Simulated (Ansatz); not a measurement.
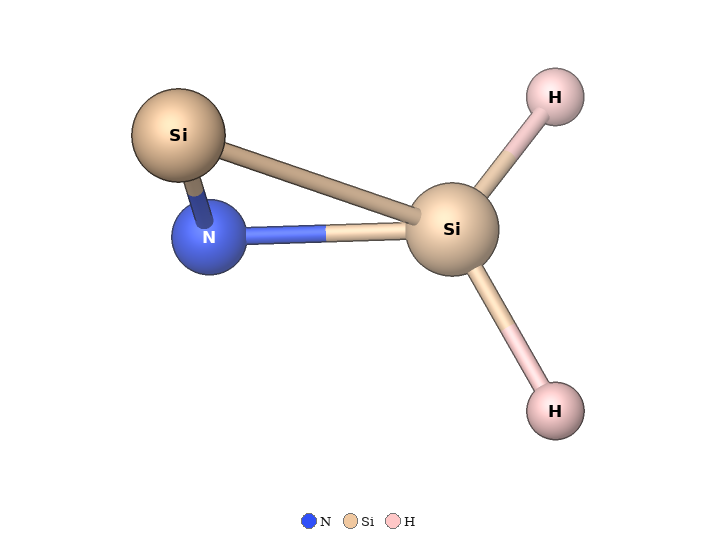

Atoms fade into the background with distance from the viewer. Charge 0, doublet. The computed structure is the end point of a PBE-D4/def2-SVP optimisation. No frequency run is at hand to confirm it as a minimum.

### Which symmetry elements does this geometry have?

It has 1 mirror plane, so the point group is Cs. The group has 2 operations. The geometry is achiral, and symmetry allows a dipole moment.
